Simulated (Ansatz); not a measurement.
## TaN: Ti on a Ta site, symmetric start

Start from a 24-atom supercell of TaN in the rock salt structure (space group Fm-3m, No. 225; a = 4.375 Å) at its relaxed geometry.

The change: one Ta atom is replaced by Ti, atoms relaxed at fixed cell.

Method: PBEsol (Ansatz, a program for electronic structure; PAW; 420 eV plane waves; no spin-orbit coupling), earlier PAW set. k-mesh 6×5×6 (Γ-centred); smearing 0.05 eV (Fermi–Dirac).

```tsv
quantity	base	changed	shift
pressure	0.0 GPa	-3.0 GPa	-3.0 GPa
energy gained by relaxation	–	0.06 eV	–
largest displacement of a host atom from its site in the perfect cell	–	0.04 Å	–
mean distance from the defect site to its nearest host atoms	2.19 Å	2.15 Å	-0.04 Å
```

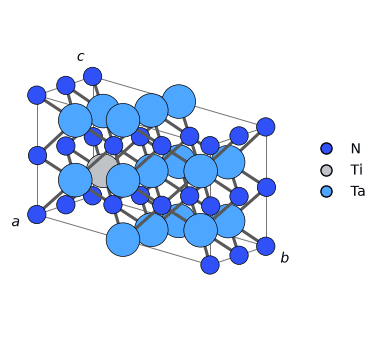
*The relaxed cell after the change*

In so small a cell the defect repeats every few ångströms: this is an ordered compound, not a dilute defect. The defect started on the symmetric site and kept its symmetry, so it may sit on a saddle. All final runs are without spin polarisation. The defect cell is not spin-polarised. This is not the structure that TaN has at room temperature and ambient pressure.
